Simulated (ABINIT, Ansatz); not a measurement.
**NaF (Villiaumite): G0W0 on several meshes in ABINIT**

Aim: the GW shift of NaF (Villiaumite) against the k mesh.

Main program and level: ABINIT 10.8.3; PBE and many-body steps on it, plane waves.

The database entry behind the starting cell differs from later determinations by our own check (0.1 to 0.3 % short, probably kX units), so it need not match the best structure at ambient conditions.

## Step 1: Starting point

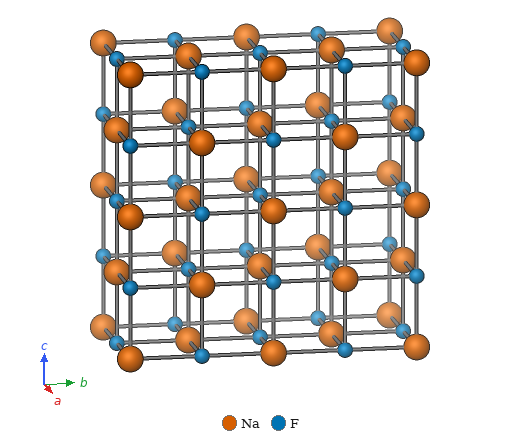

Start, viewed slightly off an axis; sodium orange, fluorine blue. 1×2×2 cells are drawn. This picture shows the conventional cell, with its axes. Some periodic images of atoms are drawn too.

The cell and positions come from the Crystallography Open Database and are kept as given unless a step says otherwise.

## Step 2: Empty states on the mesh, 6×6×6 mesh, 463 bands

This step: ABINIT 10.8.3; DFT, PBE, plane waves, norm-conserving pseudopotentials.

The sums over transitions need many empty states on a uniform mesh; this step solves for them.

File run.abi:

```
acell 3*1.0 Angstrom
rprim 
  0.000000000000 2.310000000000 2.310000000000
  2.310000000000 0.000000000000 2.310000000000
  2.310000000000 2.310000000000 0.000000000000
ntypat 2
znucl 11 9
natom 2
typat 1 2
xred 
  0.000000000000 0.000000000000 0.000000000000
  0.500000000000 0.500000000000 0.500000000000
pp_dirpath "pseudos"
pseudos "Na.upf, F.upf"
ecut 38
ngkpt 6 6 6
nshiftk 1
shiftk 0 0 0
kptopt 1
chksymbreak 0
irdden 1
istwfk *1
nband 463
prtvol 0
optdriver 6
gwr_task "HDIAGO"
paral_kgb 0
occopt 1
indata_prefix "in"
outdata_prefix "out"
tmpdata_prefix "tmp"
```

Launch:

```bash
> OMP_NUM_THREADS=1 mpirun -n 4 abinit run.abi > log
```

Output:

```text
.Version 10.8.3 of ABINIT. v10.8.2 released Aug 2026.

 Symmetries : space group Fm -3 m (#225); Bravais cF (face-center cubic)
[... echo of the input left out ...]
== DATASET  1 ==================================================================
-   mpi_nproc: 4, omp_nthreads: 1 (-1 if OMP is not activated)

--- !DatasetInfo
iteration_state: {dtset: 1, }
dimensions: {natom: 2, nkpt: 16, mband: 463, nsppol: 1, nspinor: 1, nspden: 1, mpw: 1874, }
cutoff_energies: {ecut:  38.0, pawecutdg:  -1.0, }
[...]
Direct band gap semiconductor
 Fundamental gap:     6.390 (eV)
   VBM:    -1.330 (eV) at k: [ 0.0000E+00,  0.0000E+00,  0.0000E+00]
   CBM:     5.060 (eV) at k: [ 0.0000E+00,  0.0000E+00,  0.0000E+00]
 Direct gap:         6.390 (eV) at k: [ 0.0000E+00,  0.0000E+00,  0.0000E+00]

== END DATASET(S) ==============================================================
================================================================================

 -outvars: echo values of variables after computation  --------
           etotal      0.0000000000E+00
            nband         463
             nkpt          16
          spgroup         225
 [... the other variables as echoed above ...]

 Calculation completed.
```

The job ended after 19 s (4 MPI ranks of Intel Xeon Platinum 8488C (Sapphire Rapids), shared host; peak memory 1.1 GiB; 74 s of CPU time).

Numbers from this step:

- gap: 6.390 eV
- k of the valence top: 0, 0, 0
- k of the conduction bottom: 0, 0, 0
- least direct gap: 6.390 eV
- k points computed: 16
- lowest point of the top converged band, above the valence top: 391.3185 eV

On this mesh the gap is 6.390 eV.

The density comes from a self-consistent run that is not shown.

## Step 3: Screening, 6×6×6 mesh, 190 bands, screening to 283 eV

The RPA dielectric matrix is built and inverted for each q.

This step: RPA screening on PBE, plane waves, norm-conserving pseudopotentials.

Edit run.abi of step 2 so:

```diff
@@ -20,10 +20,11 @@
 chksymbreak 0
-irdden 1
 istwfk *1
-nband 463
-prtvol 0
-optdriver 6
-gwr_task "HDIAGO"
-paral_kgb 0
 occopt 1
+irdwfk 1
+optdriver 3
+nband 190
+ecuteps 10.4
+inclvkb 2
+awtr 1
+symchi 1
 indata_prefix "in"
```

Output:

```text
.Version 10.8.3 of ABINIT. v10.8.2 released Aug 2026.

 Symmetries : space group Fm -3 m (#225); Bravais cF (face-center cubic)
[... echo of the input left out ...]
== DATASET  1 ==================================================================
-   mpi_nproc: 4, omp_nthreads: 1 (-1 if OMP is not activated)

--- !DatasetInfo
iteration_state: {dtset: 1, }
dimensions: {natom: 2, nkpt: 16, mband: 190, nsppol: 1, nspinor: 1, nspden: 1, mpw: 1874, }
cutoff_energies: {ecut:  38.0, pawecutdg:  -1.0, }
electrons: {nelect:   1.60000000E+01, charge:   0.00000000E+00, occopt:   1.00000000E+00, tsmear:   1.00000000E-02, }

 SCREENING: Calculation of the susceptibility and dielectric matrices

 Based on a program developped by R.W. Godby, V. Olevano, G. Onida, and L. Reining.
 Incorporated in ABINIT by V. Olevano, G.-M. Rignanese, and M. Torrent.
.Using double precision arithmetic ; gwpc =  8

[... cell and pseudopotentials left out ...]
--------------------------------------------------------------------------------

 ==== K-mesh for the wavefunctions ====
 Number of points in the irreducible wedge :    16
[... list of points left out ...]
 Together with 48 symmetry operations and time-reversal symmetry
 yields   216 points in the full Brillouin Zone.

 ==== Q-mesh for the screening function ====
 Number of points in the irreducible wedge :    16
[... list of points left out ...]
 Together with 48 symmetry operations and time-reversal symmetry
 yields   216 points in the full Brillouin Zone.

 setmesh: FFT mesh size selected  =    25x   25x   25
          total number of points  =        15625

 vcoul_init : cutoff-mode = AUXILIARY_FUNCTION
 q-points for optical limit:   1
     1)      0.000010    0.000020    0.000030

- screening: taking advantage of time-reversal symmetry
- Maximum band index for partially occupied states nbvw = 8
- Remaining bands to be divided among processors   nbcw = 182
- Number of bands treated by each node ~45

 Number of electrons calculated from density =   16.0000; Expected =   16.0000
 average of density, n =  0.096174
 r_s =    1.3540
 omega_plasma =   29.9147 [eV]

 calculating chi0 at frequencies [eV] :
  1    0.000000E+00    0.000000E+00
  2    0.000000E+00    2.991468E+01

--------------------------------------------------------------------------------
  q-point number  1        q = ( 0.000000, 0.000000, 0.000000) [r.l.u.]
--------------------------------------------------------------------------------
[... chi0 elements left out ...]
 For q-point:  0.000010 0.000020 0.000030
  dielectric constant =   1.7986
  dielectric constant without local fields =   1.9010

  Average fulfillment of the sum rule on Im[epsilon] for q-point    1 :     83.19  [%]
[... wings left out ...]
  q-point number  2        q = ( 0.166667, 0.000000, 0.000000) [r.l.u.]
--------------------------------------------------------------------------------
[... chi0 elements left out ...]
  Average fulfillment of the sum rule on Im[epsilon] for q-point    2 :     94.18  [%]

 [... 14 further q-points ...]
```

It took 2.5 min on 4 MPI ranks; peak memory 1.4 GiB.

Numbers from this step:

| Item | Value |
| --- | --- |
| ε∞ with local fields, on this mesh, along the program's q direction | 1.799 |
| the same without local fields | 1.901 |
| plasma frequency | 29.91 eV |
| plane waves in the screening matrix | 283 |

Local fields lower ε∞ by 5 %.

## Step 4: 6×6×6

The self-energy is evaluated for the states that the input lists, and the levels follow from it, in one-shot runs by the linearised quasiparticle equation.

This step: G0W0 on PBE, plane waves, norm-conserving pseudopotentials.

Edit run.abi of step 3 so:

```diff
@@ -23,8 +23,15 @@
 irdwfk 1
-optdriver 3
+optdriver 4
 nband 190
+gwcalctyp 0
+ecutsigx 38
+symsigma 1
+nkptgw 1
+kptgw 
+  0.0000000000 0.0000000000 0.0000000000
+bdgw 
+  6 12
 ecuteps 10.4
-inclvkb 2
-awtr 1
-symchi 1
+irdscr 1
+ppmodel 1
 indata_prefix "in"
```

Output:

```text
.Version 10.8.3 of ABINIT. v10.8.2 released Aug 2026.

 Symmetries : space group Fm -3 m (#225); Bravais cF (face-center cubic)
[... echo of the input left out ...]
== DATASET  1 ==================================================================
-   mpi_nproc: 4, omp_nthreads: 1 (-1 if OMP is not activated)

--- !DatasetInfo
iteration_state: {dtset: 1, }
dimensions: {natom: 2, nkpt: 16, mband: 190, nsppol: 1, nspinor: 1, nspden: 1, mpw: 1874, }
cutoff_energies: {ecut:  38.0, pawecutdg:  -1.0, }
electrons: {nelect:   1.60000000E+01, charge:   0.00000000E+00, occopt:   1.00000000E+00, tsmear:   1.00000000E-02, }

 SIGMA: Calculation of the GW corrections

 Based on a program developped by R.W. Godby, V. Olevano, G. Onida, and L. Reining.
 Incorporated in ABINIT by V. Olevano, G.-M. Rignanese, and M. Torrent.
.Using double precision arithmetic ; gwpc =  8

[... cell and pseudopotentials left out ...]
--------------------------------------------------------------------------------

 ==== K-mesh for the wavefunctions ====
 Number of points in the irreducible wedge :    16
[... list of points left out ...]
 Together with 48 symmetry operations and time-reversal symmetry
 yields   216 points in the full Brillouin Zone.

 ==== Q-mesh for screening function ====
 Number of points in the irreducible wedge :    16
[... list of points left out ...]
 Together with 48 symmetry operations and time-reversal symmetry
 yields   216 points in the full Brillouin Zone.

 vcoul_init : cutoff-mode = AUXILIARY_FUNCTION
 q-points for optical limit:   1
     1)      0.000010    0.000020    0.000030
 setmesh: FFT mesh size selected  =    36x   36x   36
          total number of points  =        46656

 Number of electrons calculated from density =   16.0000; Expected =   16.0000
 average of density, n =  0.096174
 r_s =    1.3540
 omega_plasma =   29.9147 [eV]

 === KS Band Gaps ===
  >>>> For spin  1
   Minimum direct gap =   6.3895 [eV], located at k-point      :   0.0000  0.0000  0.0000
   Fundamental gap    =   6.3895 [eV], Top of valence bands at :   0.0000  0.0000  0.0000
                                       Bottom of conduction at :   0.0000  0.0000  0.0000
 SIGMA fundamental parameters:
 PLASMON POLE MODEL  1
 number of plane-waves for SigmaX                 1837
 number of plane-waves for SigmaC and W            283
 number of plane-waves for wavefunctions          1837
 number of bands                                   190
 number of independent spin polarizations            1
 number of spinorial components                      1
 number of k-points in IBZ                          16
 number of q-points in IBZ                          16
 number of symmetry operations                      48
 number of k-points in BZ                          216
 number of q-points in BZ                          216
 number of frequencies for dSigma/dE                 9
 frequency step for dSigma/dE [eV]                0.25
 number of omega for Sigma on real axis              0
 max omega for Sigma on real axis  [eV]           0.00
 zcut for avoiding poles [eV]                     0.10

 EPSILON^-1 parameters (SCR file):
 dimension of the eps^-1 matrix on file            283
 dimension of the eps^-1 matrix used               283
 number of plane-waves for wavefunctions          1837
 number of bands                                   190
 number of q-points in IBZ                          16
 number of frequencies                               2
 number of real frequencies                          1
 number of imag frequencies                          1

 matrix elements of self-energy operator (all in [eV])

 Perturbative Calculation

--- !SelfEnergy_ee
iteration_state: {dtset: 1, }
kpoint     : [   0.000,    0.000,    0.000, ]
spin       : 1
KS_gap     :    6.390
QP_gap     :   10.637
Delta_QP_KS:    4.248
data: !SigmaeeData |
     Band     E0 <VxcDFT>   SigX SigC(E0)      Z dSigC/dE  Sig(E)    E-E0       E
        6  -1.330 -22.508 -30.235   4.215   0.823  -0.215 -25.397  -2.889  -4.219
        7  -1.330 -22.508 -30.235   4.215   0.823  -0.215 -25.397  -2.889  -4.219
        8  -1.330 -22.508 -30.235   4.215   0.823  -0.215 -25.397  -2.889  -4.219
        9   5.060  -9.465  -5.324  -2.639   0.904  -0.106  -8.107   1.359   6.419
       10  17.827  -7.169  -2.170  -3.234   0.902  -0.108  -5.576   1.593  19.420
       11  17.827  -7.169  -2.170  -3.234   0.902  -0.108  -5.576   1.593  19.420
       12  17.827  -7.169  -2.170  -3.234   0.902  -0.108  -5.576   1.593  19.420

== END DATASET(S) ==============================================================
================================================================================

 -outvars: echo values of variables after computation  --------
           etotal      0.0000000000E+00
            nband         190
             nkpt          16
          spgroup         225
 [... the other variables as echoed above ...]

 Calculation completed.
```

Elapsed: 18 s, on 4 MPI ranks; peak memory 1.5 GiB; 73 s of CPU time.

This step gave:

| Quantity | Value |
| --- | --- |
| G0W0 gap on the points computed | 10.64 eV |
| starting gap on the mesh | 6.390 eV |
| k of the valence top | 0, 0, 0 |
| k of the conduction bottom | 0, 0, 0 |
| Z at the valence top | 0.823 |
| Z at the conduction bottom | 0.904 |
| least direct G0W0 gap on the computed points | 10.64 eV |

The gap on the mesh goes from 6.39 eV to 10.64 eV, a correction of +4.25 eV.

## Step 5: Empty states on the mesh, 4×4×4 mesh, 198 bands

This step: DFT, PBE, plane waves, norm-conserving pseudopotentials.

Edit run.abi of step 4 so:

```diff
@@ -15,3 +15,3 @@
 ecut 38
-ngkpt 6 6 6
+ngkpt 4 4 4
 nshiftk 1
@@ -20,18 +20,10 @@
 chksymbreak 0
+irdden 1
 istwfk *1
+nband 198
+prtvol 0
+optdriver 6
+gwr_task "HDIAGO"
+paral_kgb 0
 occopt 1
-irdwfk 1
-optdriver 4
-nband 190
-gwcalctyp 0
-ecutsigx 38
-symsigma 1
-nkptgw 1
-kptgw 
-  0.0000000000 0.0000000000 0.0000000000
-bdgw 
-  6 12
-ecuteps 10.4
-irdscr 1
-ppmodel 1
 indata_prefix "in"
```

Output:

```text
[banner, memory and clock lines left out]
.Version 10.8.3 of ABINIT. v10.8.2 released Aug 2026.

 Symmetries : space group Fm -3 m (#225); Bravais cF (face-center cubic)
[... echo of the input left out ...]
== DATASET  1 ==================================================================
-   mpi_nproc: 4, omp_nthreads: 1 (-1 if OMP is not activated)

--- !DatasetInfo
iteration_state: {dtset: 1, }
dimensions: {natom: 2, nkpt: 8, mband: 198, nsppol: 1, nspinor: 1, nspden: 1, mpw: 1880, }
cutoff_energies: {ecut:  38.0, pawecutdg:  -1.0, }
[...]
Integrated=    1.6000E+01

 === KS gaps after direct diagonalization ===
 Direct band gap semiconductor
 Fundamental gap:     6.390 (eV)
   VBM:    -1.330 (eV) at k: [ 0.0000E+00,  0.0000E+00,  0.0000E+00]
   CBM:     5.060 (eV) at k: [ 0.0000E+00,  0.0000E+00,  0.0000E+00]
 Direct gap:         6.390 (eV) at k: [ 0.0000E+00,  0.0000E+00,  0.0000E+00]

== END DATASET(S) ==============================================================

 -outvars: echo values of variables after computation  --------
           etotal      0.0000000000E+00
            nband         198
             nkpt           8
          spgroup         225
 [... the other variables as echoed above ...]

 Calculation completed.
```

Wall time 11 s (4 MPI ranks); peak memory 0.94 GiB; 44 s of CPU time.

This step gave:

```
gap                                                           : 6.390 eV
k of the valence top                                          : 0, 0, 0
k of the conduction bottom                                    : 0, 0, 0
least direct gap                                              : 6.390 eV
k points computed                                             : 8
lowest point of the top converged band, above the valence top : 209.1668 eV
```

On this mesh the gap is 6.390 eV.

## Step 6: Screening, 4×4×4 mesh, 190 bands, screening to 283 eV

This step: RPA screening on PBE, plane waves, norm-conserving pseudopotentials.

Edit run.abi of step 5 so:

```diff
@@ -20,10 +20,11 @@
 chksymbreak 0
-irdden 1
 istwfk *1
-nband 198
-prtvol 0
-optdriver 6
-gwr_task "HDIAGO"
-paral_kgb 0
 occopt 1
+irdwfk 1
+optdriver 3
+nband 190
+ecuteps 10.4
+inclvkb 2
+awtr 1
+symchi 1
 indata_prefix "in"
```

Output:

```text
.Version 10.8.3 of ABINIT. v10.8.2 released Aug 2026.

 Symmetries : space group Fm -3 m (#225); Bravais cF (face-center cubic)
[... echo of the input left out ...]
== DATASET  1 ==================================================================
-   mpi_nproc: 4, omp_nthreads: 1 (-1 if OMP is not activated)

--- !DatasetInfo
iteration_state: {dtset: 1, }
dimensions: {natom: 2, nkpt: 8, mband: 190, nsppol: 1, nspinor: 1, nspden: 1, mpw: 1880, }
cutoff_energies: {ecut:  38.0, pawecutdg:  -1.0, }
electrons: {nelect:   1.60000000E+01, charge:   0.00000000E+00, occopt:   1.00000000E+00, tsmear:   1.00000000E-02, }

 SCREENING: Calculation of the susceptibility and dielectric matrices

 Based on a program developped by R.W. Godby, V. Olevano, G. Onida, and L. Reining.
 Incorporated in ABINIT by V. Olevano, G.-M. Rignanese, and M. Torrent.
.Using double precision arithmetic ; gwpc =  8

[... cell and pseudopotentials left out ...]
--------------------------------------------------------------------------------

 ==== K-mesh for the wavefunctions ====
 Number of points in the irreducible wedge :     8
[... list of points left out ...]
 Together with 48 symmetry operations and time-reversal symmetry
 yields    64 points in the full Brillouin Zone.

 ==== Q-mesh for the screening function ====
 Number of points in the irreducible wedge :     8
[... list of points left out ...]
 Together with 48 symmetry operations and time-reversal symmetry
 yields    64 points in the full Brillouin Zone.

 setmesh: FFT mesh size selected  =    25x   25x   25
          total number of points  =        15625

 vcoul_init : cutoff-mode = AUXILIARY_FUNCTION
 q-points for optical limit:   1
     1)      0.000010    0.000020    0.000030

- screening: taking advantage of time-reversal symmetry
- Maximum band index for partially occupied states nbvw = 8
- Remaining bands to be divided among processors   nbcw = 182
- Number of bands treated by each node ~45

 Number of electrons calculated from density =   16.0000; Expected =   16.0000
 average of density, n =  0.096174
 r_s =    1.3540
 omega_plasma =   29.9147 [eV]

 calculating chi0 at frequencies [eV] :
  1    0.000000E+00    0.000000E+00
  2    0.000000E+00    2.991468E+01

--------------------------------------------------------------------------------
  q-point number  1        q = ( 0.000000, 0.000000, 0.000000) [r.l.u.]
--------------------------------------------------------------------------------
[... chi0 elements left out ...]
 For q-point:  0.000010 0.000020 0.000030
  dielectric constant =   1.8000
  dielectric constant without local fields =   1.9025

  Average fulfillment of the sum rule on Im[epsilon] for q-point    1 :     83.20  [%]
[... wings left out ...]
  q-point number  2        q = ( 0.250000, 0.000000, 0.000000) [r.l.u.]
--------------------------------------------------------------------------------
[... chi0 elements left out ...]
  Average fulfillment of the sum rule on Im[epsilon] for q-point    2 :     91.96  [%]

 [... 6 further q-points ...]
```

Elapsed: 21 s, on 4 MPI ranks; peak memory 0.82 GiB.

This step gave:

```yaml
eps_infinity_with_local_fields_on_this_mesh_along_the_program_s_q_direction: 1.8
the_same_without_local_fields: 1.903
plasma_frequency: 29.91 eV
plane_waves_in_the_screening_matrix: 283
```

(Part 1 of 2 ends here.)

[Paths, hosts, dates, memory and timing lines, banners, echoed tables and standing remarks are left out of the program output.]

[Logs are printed without paths, hosts, clocks, repeated set-up lines and the standing remarks that a program may print on its own settings, such as how far it seeks lower states.]

[Runs of the session that timed out or met a known fault of the program may be left out.]

[Hosts, paths, dates, database ids (printed as entryN), source tags and the programs' standing remarks are cut or masked in the printed files.]

[G0W0 gaps are taken among the corrected bands and points alone; a level outside them can change the order at an edge.]

[Where Ansatz stands beside ABINIT at settings called matched, ABINIT's density can come from a denser mesh and the files from another edition; pairs whose starting gaps differed by over 0.03 eV were left out, so agreement reads better than it is.]
